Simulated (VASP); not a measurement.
Band structure of Si (diamond). Level of theory: HSE06 screened hybrid, VASP's PBE PAW potentials (set 64) (plane waves; VASP).

The path is coarsely sampled, so an indirect gap can come out somewhat too large.

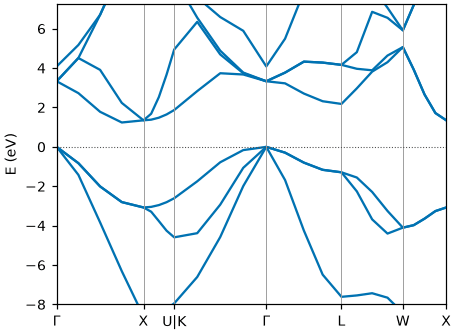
Figure. Bands along high-symmetry lines, zero at the valence-band maximum or, without a gap, the Fermi level

### Question
Read the plot: is there a gap, and where are the band edges?

### Answer
The gap is indirect, 1.24 eV, from the valence maximum at Γ to the conduction minimum at Γ-X at 0.75.

The compound is Si in the diamond structure. It was relaxed first. The cell's shape comes from a PBE relaxation.
